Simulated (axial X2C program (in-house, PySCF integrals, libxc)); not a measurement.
# InLi⁺: bond curves with and without spin–orbit coupling

Aim: find the lowest determinant of InLi⁺, scan the bond at several levels and fit the constants, once spin-free and once with spin–orbit coupling.

Method: all-electron X2C, In dyall-cv3z, Li dyall-cv3z; program: an in-house X2C program for linear molecules on PySCF integrals.

All values are calculated.

## (1) Set-up

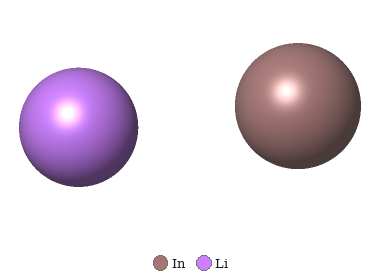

The two atoms at 2.750 Å (indium brown, lithium purple).

task.json reads:

```json
{
 "zs": [
  49,
  3
 ],
 "q": 1,
 "bas": [
  "dyall-cv3z",
  "dyall-cv3z"
 ],
 "levels": [
  "PBE0",
  "HF",
  "r2SCAN0"
 ],
 "cc": true,
 "r0": 2.75,
 "thr": -2.0,
 "nmax": 90,
 "npts": 10,
 "nst": 2,
 "ntry": 6
}
```

Keys: zs atomic numbers; q charge; bas basis sets; levels methods (HF also brings MP2); cc coupled cluster on or off; r0 starting distance in Å; thr threshold in hartree for freezing inner shells (an s shell follows its p shell); nmax most natural virtual spinors; npts points asked for on the curve; nst determinants followed; ntry starts of the search.

The run is started by

```console
> python so2c.py task.json out
```

Spin-free means the one-electron spin-free X2C Hamiltonian; two-component (2c) means X2C with spin–orbit coupling and atomic mean-field two-electron Coulomb and Gaunt terms. Basis: In dyall-cv3z contracted to [11s12p9d4f1g], Li dyall-cv3z contracted to [7s8p2d]; Gaussian nuclei, density fitting. Masses: In 114.904 u, Li 7.016 u.

Notation: σ, π±, δ± give the projection m of an orbital's angular momentum (0, ±1, ±2), α and β its spin, Λ and M_S the sums; ω is the projection of a spinor's total angular momentum and Ω the sum. Logs are in hartree.

The results follow Hamiltonian by Hamiltonian and level by level.

## (2) State search with PBE0

PBE0 moves the distance from 2.750 Å to 3.216 Å and compares determinants there.

Spin-free determinants:

```tsv
ΔE (eV)	state	open shells
0.00	M_S = 1/2, Λ = 0	beyond closed shells: σα
1.22	M_S = 1/2, Λ = 1	beyond closed shells: π+α
4.76	M_S = 3/2, Λ = 1	beyond closed shells: 2 × σα, π+α
5.86	M_S = 1/2, Λ = 1	beyond closed shells: 2 × σα, π+β
```

Two-component determinants:

```tsv
ΔE (eV)	state	open shells
0.00	Ω = 1/2	excess of +ω over −ω: ω = 1/2
1.32	Ω = 3/2	excess of +ω over −ω: ω = 3/2
4.89	Ω = 5/2	excess of +ω over −ω: 2 × ω = 1/2, ω = 3/2
5.76	Ω = 3/2	excess of +ω over −ω: 3 × ω = 1/2
5.97	Ω = 1/2	excess of +ω over −ω: 2 × ω = -1/2, ω = 3/2
```

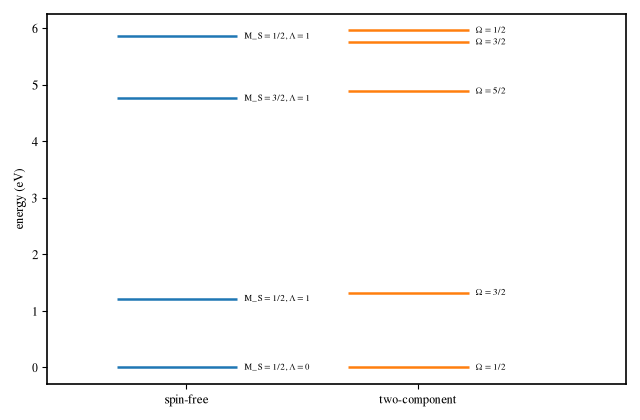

The determinants found, each set from its own lowest.

## (3) PBE0, spin-free

State followed: M_S = 1/2, Λ = 0 (beyond closed shells: σα). The scan is laid around 3.216 Å, a first estimate of the minimum, and this SCF restarts from the orbitals of the search.

The SCF at the reference distance of 3.216 Å:

```text
spin-free X2C-1e  PBE0
basis functions 170  fitting functions 836  grid points 5088
iter        total energy     max residual
   1      -5887.976088024     2.42e-05
   2      -5887.976088028     1.51e-05
converged
one-electron -8142.56585523  Coulomb 2393.05360640  exact exchange -40.06540012  xc functional -122.58657651  nuclear repulsion 24.18813744
```

Along the bond, energies from the lowest point:

```csv
R (Å),E (eV),μ (D),HOMO (eV),LUMO (eV),iterations
2.798,0.1054,7.97,-9.39,-6.68,13
2.927,0.0446,8.25,-9.31,-6.60,9
3.023,0.0181,8.45,-9.25,-6.56,9
3.119,0.0039,8.66,-9.18,-6.52,9
3.216,0.0000,8.86,-9.11,-6.47,2
3.329,0.0051,9.09,-9.02,-6.42,9
3.441,0.0185,9.32,-8.94,-6.36,9
3.586,0.0450,9.61,-8.82,-6.28,9
3.763,0.0870,9.96,-8.68,-6.19,9
4.020,0.1601,10.47,-8.47,-6.05,9
```

Dipoles are positive if Li is the positive end and refer to the centre of mass.

Outer orbitals at the reference distance:

| symmetry | occupied | ε (eV) | atomic character |
| --- | --- | --- | --- |
| δ+α | yes | -26.10 | 100% In d |
| δ-α | yes | -26.10 | 100% In d |
| δ+β | yes | -26.10 | 100% In d |
| δ-β | yes | -26.10 | 100% In d |
| π-α | yes | -25.98 | 100% In d |
| π+α | yes | -25.98 | 100% In d |
| σα | yes | -25.95 | 100% In d |
| π-β | yes | -25.91 | 100% In d |
| π+β | yes | -25.91 | 100% In d |
| σβ | yes | -25.85 | 100% In d |
| σα | yes | -14.17 | 82% In s, 9% Li p, 5% Li s |
| σβ | yes | -13.54 | 84% In s, 9% Li p, 4% Li s |
| σα | yes | -9.11 | 61% In p, 24% Li s, 9% Li p |
| σβ | no | -6.47 | 63% In p, 27% Li s, 6% Li p |
| π-α | no | -6.36 | 83% In p, 14% Li p, 3% Li d |
| π+α | no | -6.36 | 83% In p, 14% Li p, 3% Li d |
| π-β | no | -6.06 | 89% In p, 9% Li p, 2% Li d |

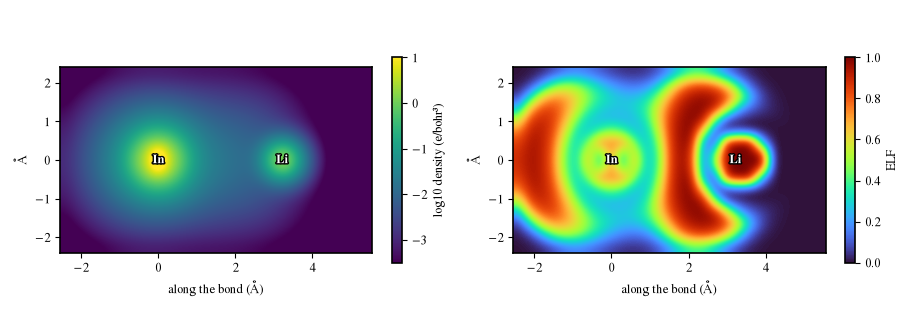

PBE0 fields in a plane through the axis, from a grid of 0.3 Å; In lies at z = 0 and Li at z = 3.216 Å; the ELF is damped to zero where the density is low.

Re = 3.214 Å, ωe = 186.9 cm⁻¹, Be = 0.2468 cm⁻¹, De = 1.38 eV, μ = 8.85 D.

## (4) HF, spin-free

The SCF at the reference distance of 3.216 Å:

```text
spin-free X2C-1e  HF
basis functions 170  fitting functions 836  grid points 5088
iter        total energy     max residual
   1      -5885.585711884     3.25e-01
   2      -5885.605350329     7.30e-03
   3      -5885.606107423     7.05e-03
   4      -5885.606209849     1.97e-03
   5      -5885.606240119     8.68e-04
   6      -5885.606250032     1.03e-03
   7      -5885.606252195     2.35e-04
   8      -5885.606252536     7.67e-05
   9      -5885.606252590     6.40e-05
  10      -5885.606252597     9.13e-06
  11      -5885.606252597     2.79e-06
converged
one-electron -8142.18653027  Coulomb 2392.74122025  exact exchange -160.34908003  xc functional 0.00000000  nuclear repulsion 24.18813744
```

Re = 3.251 Å, ωe = 189.1 cm⁻¹, ωexe = 0.828 cm⁻¹, Be = 0.2413 cm⁻¹, De = 1.17 eV, μ = 9.22 D.

## (5) r2SCAN0, spin-free

Output at 3.216 Å:

```text
spin-free X2C-1e  r2SCAN0
basis functions 170  fitting functions 836  grid points 5088
iter        total energy     max residual
   1      -5888.311618937     1.29e-01
   2      -5888.314227413     1.41e-03
   3      -5888.314270477     1.70e-03
   4      -5888.314275893     3.44e-04
   5      -5888.314276559     2.21e-04
   6      -5888.314276760     4.15e-05
   7      -5888.314276765     1.07e-05
converged
one-electron -8142.71875170  Coulomb 2393.23241433  exact exchange -40.07380257  xc functional -122.94227427  nuclear repulsion 24.18813744
```

Re = 3.189 Å, ωe = 198.0 cm⁻¹, Be = 0.2507 cm⁻¹, De = 1.29 eV, μ = 9.11 D.

## (6) MP2 and beyond, spin-free

Correlated methods: 13 electrons correlated (frozen shells, counted by type: In 4 s, 3 p, 1 d; Li 1 s), 235 virtual spinors in MP2, 90 natural virtuals in coupled cluster.

Output of the correlated part at 3.216 Å:

```text
correlated 13  virtual 235  natural virtual 90  E(MP2) -0.476892677  MP2 remainder -0.014212052
iter   CCSD correlation   residual
   1     -0.422522299   1.09e-01
   2     -0.432579761   3.54e-02
   3     -0.433231450   1.35e-02
   4     -0.433235635   2.72e-03
   5     -0.433265706   7.65e-04
   6     -0.433260239   2.88e-04
   7     -0.433261213   9.84e-05
   8     -0.433262129   3.03e-05
   9     -0.433261798   7.80e-06
  10     -0.433261881   2.11e-06
  11     -0.433261874   4.45e-07
(T) -0.013345155  T1 0.0222  D1 0.0617  max T2 0.086
```

T1 in the output is the amplitude norm over the root of the electron number; divide by √2 for the Lee–Taylor value.

MP2: Re = 3.255 Å, ωe = 185.7 cm⁻¹, Be = 0.2407 cm⁻¹, De = 1.20 eV.

CCSD: Re = 3.212 Å, ωe = 196.8 cm⁻¹, ωexe = 0.94 cm⁻¹, Be = 0.2472 cm⁻¹, De = 1.24 eV. T1 at Re = 0.016 (Lee–Taylor, the printed value over √2).

CCSD(T): Re = 3.215 Å, ωe = 196.0 cm⁻¹, ωexe = 0.928 cm⁻¹, Be = 0.2466 cm⁻¹, De = 1.24 eV. T1 at Re = 0.016 (Lee–Taylor, the printed value over √2).

## (7) A higher determinant, spin-free

State: M_S = 1/2, Λ = 1 (beyond closed shells: π+α).

Output at the reference distance:

```text
spin-free X2C-1e  PBE0
basis functions 170  fitting functions 836  grid points 5088
iter        total energy     max residual
   1      -5887.931378214     3.36e-05
   2      -5887.931378223     2.10e-05
   3      -5887.931378228     1.13e-05
converged
one-electron -8142.85767501  Coulomb 2393.36731389  exact exchange -40.06009611  xc functional -122.56905844  nuclear repulsion 24.18813744
```

```csv
R (Å),E above the lowest PBE0 point (eV)
2.798,1.187
2.927,1.184
3.023,1.190
3.119,1.202
3.216,1.217
3.329,1.236
3.441,1.257
3.586,1.283
3.763,1.313
```

Re = 2.885 Å, ωe = 197.5 cm⁻¹, Be = 0.3062 cm⁻¹, μ = 8.61 D. Te = 1.18 eV.

## (8) The spin-free curves together

Energy (eV) of the followed determinant, spin-free, from each level's lowest point:

```csv
R (Å),PBE0,HF,MP2,CCSD,CCSD(T),r2SCAN0
2.798,0.105,0.130,0.125,n/a,n/a,0.100
2.927,0.045,0.059,0.057,0.048,0.049,0.040
3.023,0.018,0.026,0.026,0.019,0.020,0.015
3.119,0.004,0.008,0.008,0.004,0.005,0.002
3.216,0.000,0.000,0.000,0.000,0.000,0.000
3.329,0.005,0.002,0.002,0.006,0.006,0.008
3.441,0.018,0.013,0.012,0.021,0.020,0.025
3.586,0.045,0.038,0.036,0.051,0.050,0.057
3.763,0.087,0.081,0.078,n/a,n/a,0.106
4.020,0.160,0.159,0.155,n/a,n/a,0.189
```

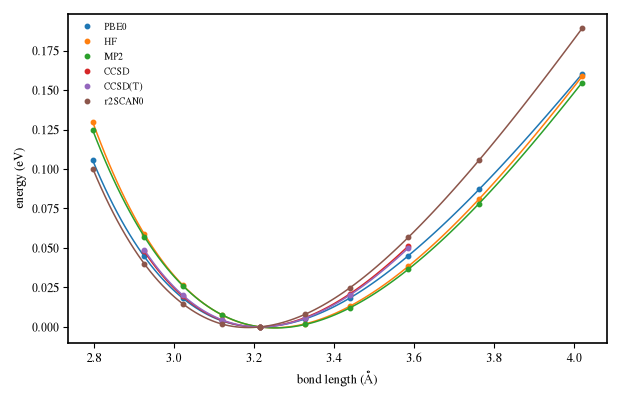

Curves of the followed state, spin-free, each from its own lowest point.

## (9) PBE0, 2c

State followed: Ω = 1/2 (excess of +ω over −ω: ω = 1/2). The scan is laid around 3.216 Å, a first estimate of the minimum, and this SCF restarts from the orbitals of the search.

The SCF at the reference distance of 3.216 Å:

```text
two-component X2C + atomic mean field  PBE0
basis functions 170  fitting functions 836  grid points 5088
iter        total energy     max residual
   1      -5885.506246912     1.93e-05
   2      -5885.506246912     1.47e-06
converged
one-electron -8135.58973164  Coulomb 2391.72954162  exact exchange -40.04146208  xc functional -122.51652421  nuclear repulsion 24.18813744  atomic mean-field constant -3.27620804
```

Along the bond, energies from the lowest point:

```csv
R (Å),E (eV),μ (D),HOMO (eV),LUMO (eV),iterations
2.798,0.1026,7.99,-9.39,-6.82,14
2.927,0.0430,8.28,-9.32,-6.73,9
3.023,0.0172,8.48,-9.25,-6.67,9
3.119,0.0035,8.69,-9.19,-6.61,9
3.216,0.0000,8.90,-9.12,-6.56,2
3.329,0.0055,9.13,-9.03,-6.50,9
3.441,0.0191,9.36,-8.94,-6.44,9
3.586,0.0458,9.66,-8.83,-6.36,9
3.763,0.0879,10.02,-8.68,-6.28,9
4.020,0.1607,10.54,-8.47,-6.16,9
```

Dipoles are positive if Li is the positive end and refer to the centre of mass.

Outer spinors at the reference distance:

```json
{"ω": "3/2", "occupied": "yes", "ε (eV)": "-26.57", "atomic character": "100% In d", "λ mixture": "84% δ, 16% π"}
{"ω": "-3/2", "occupied": "yes", "ε (eV)": "-26.56", "atomic character": "100% In d", "λ mixture": "86% δ, 14% π"}
{"ω": "-1/2", "occupied": "yes", "ε (eV)": "-26.43", "atomic character": "100% In d", "λ mixture": "67% π, 33% σ"}
{"ω": "1/2", "occupied": "yes", "ε (eV)": "-26.42", "atomic character": "100% In d", "λ mixture": "58% π, 42% σ"}
{"ω": "5/2", "occupied": "yes", "ε (eV)": "-25.76", "atomic character": "100% In d", "λ mixture": "100% δ"}
{"ω": "-5/2", "occupied": "yes", "ε (eV)": "-25.75", "atomic character": "100% In d", "λ mixture": "100% δ"}
{"ω": "3/2", "occupied": "yes", "ε (eV)": "-25.66", "atomic character": "100% In d", "λ mixture": "84% π, 16% δ"}
{"ω": "-3/2", "occupied": "yes", "ε (eV)": "-25.60", "atomic character": "100% In d", "λ mixture": "86% π, 14% δ"}
{"ω": "1/2", "occupied": "yes", "ε (eV)": "-25.59", "atomic character": "100% In d", "λ mixture": "58% σ, 42% π"}
{"ω": "-1/2", "occupied": "yes", "ε (eV)": "-25.55", "atomic character": "100% In d", "λ mixture": "67% σ, 33% π"}
{"ω": "1/2", "occupied": "yes", "ε (eV)": "-14.15", "atomic character": "82% In s, 9% Li p, 5% Li s", "λ mixture": "100% σ"}
{"ω": "-1/2", "occupied": "yes", "ε (eV)": "-13.53", "atomic character": "84% In s, 9% Li p, 4% Li s", "λ mixture": "100% σ"}
{"ω": "1/2", "occupied": "yes", "ε (eV)": "-9.12", "atomic character": "62% In p, 23% Li s, 9% Li p", "λ mixture": "99% σ, 1% π"}
{"ω": "-1/2", "occupied": "no", "ε (eV)": "-6.56", "atomic character": "73% In p, 15% Li s, 8% Li p", "λ mixture": "59% σ, 41% π"}
{"ω": "-1/2", "occupied": "no", "ε (eV)": "-6.36", "atomic character": "73% In p, 12% Li s, 10% Li p", "λ mixture": "59% π, 41% σ"}
{"ω": "3/2", "occupied": "no", "ε (eV)": "-6.25", "atomic character": "81% In p, 15% Li p, 3% Li d", "λ mixture": "100% π"}
{"ω": "1/2", "occupied": "no", "ε (eV)": "-6.15", "atomic character": "88% In p, 8% Li p, 2% Li d", "λ mixture": "98% π, 2% σ"}
```

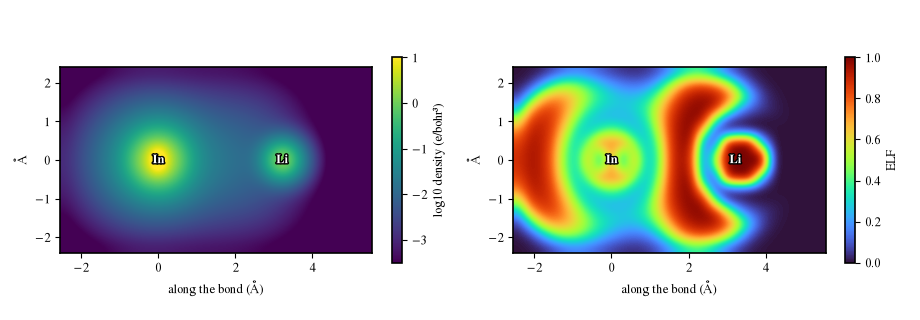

PBE0 fields in a plane through the axis, from a grid of 0.3 Å; In lies at z = 0 and Li at z = 3.216 Å; the ELF is damped to zero where the density is low.

Re = 3.210 Å, ωe = 186.7 cm⁻¹, Be = 0.2475 cm⁻¹, De = 1.30 eV, μ = 8.88 D.

## (10) HF, 2c

Output at 3.216 Å:

```text
two-component X2C + atomic mean field  HF
basis functions 170  fitting functions 836  grid points 5088
iter        total energy     max residual
   1      -5883.114108951     3.66e-01
   2      -5883.133805858     7.27e-03
   3      -5883.134588164     8.17e-03
   4      -5883.134705464     2.41e-03
   5      -5883.134747585     1.16e-03
   6      -5883.134765886     1.61e-03
   7      -5883.134773217     5.29e-04
   8      -5883.134776986     3.22e-04
   9      -5883.134779471     5.55e-04
  10      -5883.134780799     3.00e-04
  11      -5883.134781291     4.52e-05
  12      -5883.134781403     6.38e-05
  13      -5883.134781419     2.79e-05
  14      -5883.134781422     5.24e-06
  15      -5883.134781423     8.74e-06
  16      -5883.134781423     7.23e-06
  17      -5883.134781424     1.90e-06
converged
one-electron -8135.22073543  Coulomb 2391.42745913  exact exchange -160.25343452  xc functional 0.00000000  nuclear repulsion 24.18813744  atomic mean-field constant -3.27620804
```

Re = 3.241 Å, ωe = 189.7 cm⁻¹, ωexe = 0.847 cm⁻¹, Be = 0.2428 cm⁻¹, De = 1.13 eV, μ = 9.25 D.

## (11) r2SCAN0, 2c

Output at 3.216 Å:

```text
two-component X2C + atomic mean field  r2SCAN0
basis functions 170  fitting functions 836  grid points 5088
iter        total energy     max residual
   1      -5885.837847803     1.28e-01
   2      -5885.840490089     1.41e-03
   3      -5885.840535070     1.75e-03
   4      -5885.840540906     3.48e-04
   5      -5885.840541557     2.11e-04
   6      -5885.840541770     4.31e-05
   7      -5885.840541776     1.05e-05
converged
one-electron -8135.73471660  Coulomb 2391.90036163  exact exchange -40.04983838  xc functional -122.86827783  nuclear repulsion 24.18813744  atomic mean-field constant -3.27620804
```

Re = 3.186 Å, ωe = 197.8 cm⁻¹, Be = 0.2512 cm⁻¹, De = 1.28 eV, μ = 9.14 D.

## (12) Correlated methods, 2c

Correlated methods: 13 electrons correlated (frozen shells, counted by type: In 4 s, 3 p, 1 d; Li 1 s), 235 virtual spinors in MP2, 90 natural virtuals in coupled cluster.

Output of the correlated part at 3.216 Å:

```text
correlated 13  virtual 235  natural virtual 90  E(MP2) -0.476597781  MP2 remainder -0.014208371
iter   CCSD correlation   residual
   1     -0.422318595   1.09e-01
   2     -0.432381275   3.57e-02
   3     -0.433051497   1.39e-02
   4     -0.433061318   3.21e-03
   5     -0.433098930   1.21e-03
   6     -0.433091447   6.22e-04
   7     -0.433094377   3.23e-04
   8     -0.433095983   1.84e-04
   9     -0.433094940   9.82e-05
  10     -0.433094912   3.57e-05
  11     -0.433095156   1.19e-05
  12     -0.433095202   4.81e-06
  13     -0.433095297   2.08e-06
  14     -0.433095280   7.54e-07
(T) -0.013318511  T1 0.0228  D1 0.0628  max T2 0.088
```

MP2: Re = 3.246 Å, ωe = 185.4 cm⁻¹, Be = 0.2419 cm⁻¹, De = 1.07 eV.

CCSD: Re = 3.206 Å, ωe = 196.6 cm⁻¹, ωexe = 0.948 cm⁻¹, Be = 0.2481 cm⁻¹, De = 1.08 eV. T1 at Re = 0.016 (Lee–Taylor, the printed value over √2).

CCSD(T): Re = 3.210 Å, ωe = 195.8 cm⁻¹, ωexe = 0.935 cm⁻¹, Be = 0.2475 cm⁻¹, De = 1.08 eV. T1 at Re = 0.016 (Lee–Taylor, the printed value over √2).

## (13) A higher determinant, 2c

State: Ω = 3/2 (excess of +ω over −ω: ω = 3/2).

Output at the reference distance:

```text
two-component X2C + atomic mean field  PBE0
basis functions 170  fitting functions 836  grid points 5088
iter        total energy     max residual
   1      -5885.457632260     1.29e-05
   2      -5885.457632264     1.39e-05
converged
one-electron -8135.69360197  Coulomb 2391.85624106  exact exchange -40.03546918  xc functional -122.49673158  nuclear repulsion 24.18813744  atomic mean-field constant -3.27620804
```

```csv
R (Å),E above the lowest PBE0 point (eV)
2.798,1.296
2.927,1.291
3.023,1.297
3.119,1.308
3.216,1.323
3.329,1.342
3.441,1.362
3.586,1.388
3.763,1.417
```

Re = 2.892 Å, ωe = 194.8 cm⁻¹, Be = 0.3049 cm⁻¹, μ = 8.54 D. Te = 1.29 eV.

## (14) The 2c curves together

Energy (eV) of the followed determinant, 2c, from each level's lowest point:

```csv
R (Å),PBE0,HF,MP2,CCSD,CCSD(T),r2SCAN0
2.798,0.103,0.124,0.119,n/a,n/a,0.098
2.927,0.043,0.055,0.054,0.045,0.047,0.039
3.023,0.017,0.024,0.024,0.018,0.019,0.014
3.119,0.004,0.007,0.007,0.004,0.004,0.002
3.216,0.000,0.000,0.000,0.000,0.000,0.000
3.329,0.005,0.003,0.002,0.006,0.006,0.008
3.441,0.019,0.015,0.013,0.022,0.021,0.025
3.586,0.046,0.041,0.038,0.052,0.051,0.057
3.763,0.088,0.084,0.080,n/a,n/a,0.106
4.020,0.161,0.163,0.156,n/a,n/a,0.189
```

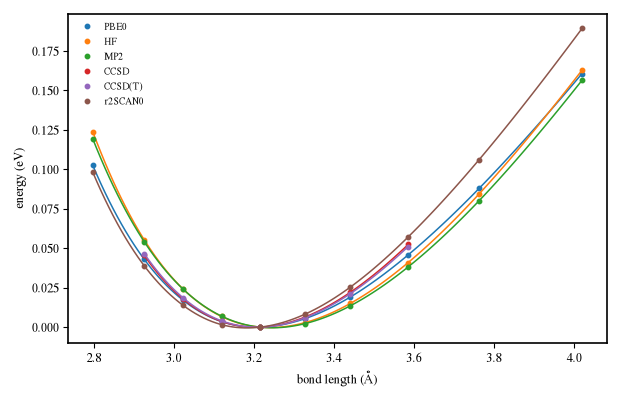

Curves of the followed state, 2c, each from its own lowest point.

The whole job took 2.5 min on 1 thread of Arm Neoverse V1, shared host; peak memory 0.79 GiB.

## (15) Constants

Lowest determinant that the search found at its distance, spin-free: M_S = 1/2, Λ = 0 (beyond closed shells: σα).

Lowest determinant that the search found at its distance, 2c: Ω = 1/2 (excess of +ω over −ω: ω = 1/2).

| Hamiltonian | level | Re (Å) | ωe (cm⁻¹) | De (eV) | μ (D) |
| --- | --- | --- | --- | --- | --- |
| spin-free | PBE0 | 3.214 | 186.9 | 1.38 | 8.85 |
| spin-free | HF | 3.251 | 189.1 | 1.17 | 9.22 |
| spin-free | MP2 | 3.255 | 185.7 | 1.20 | n/a |
| spin-free | CCSD | 3.212 | 196.8 | 1.24 | n/a |
| spin-free | CCSD(T) | 3.215 | 196.0 | 1.24 | n/a |
| spin-free | r2SCAN0 | 3.189 | 198.0 | 1.29 | 9.11 |
| 2c | PBE0 | 3.210 | 186.7 | 1.30 | 8.88 |
| 2c | HF | 3.241 | 189.7 | 1.13 | 9.25 |
| 2c | MP2 | 3.246 | 185.4 | 1.07 | n/a |
| 2c | CCSD | 3.206 | 196.6 | 1.08 | n/a |
| 2c | CCSD(T) | 3.210 | 195.8 | 1.08 | n/a |
| 2c | r2SCAN0 | 3.186 | 197.8 | 1.28 | 9.14 |

Dipoles are positive if Li is the positive end and refer to the centre of mass.

Time per point (s) on 1 thread of Arm Neoverse V1, shared host (2c runs; CCSD comes with the CCSD(T) run); the times are rough: PBE0 0.47, HF 0.47, MP2 0.69, CCSD(T) 5.6, r2SCAN0 0.73.

What this shows: At CCSD(T), going from spin-free to two-component changes Re by -6 mÅ, ωe by -0.1 %, which is small (part of it comes from the scalar share of the two-electron terms). De moves by -0.15 eV; both De rest on single-determinant atoms, which can miss part of an open shell's spin–orbit lowering.

De refers to In + Li+; at HF, spin-free, to In+ + Li, each in the lowest determinant found, which need not be this curve's own limit. Each curve is one determinant whose occupation by symmetry is held fixed; it was picked as the lowest of a PBE0 search that is not exhaustive. Dissociation energies refer to the lowest single-determinant-based atoms at the same level and basis. Density functionals use the spin component along the axis (collinear). CCSD and (T) use frozen natural virtuals with an MP2 correction for the truncation. The meta-GGAs lack a current-density term, which matters for open shells with orbital currents, atoms included.
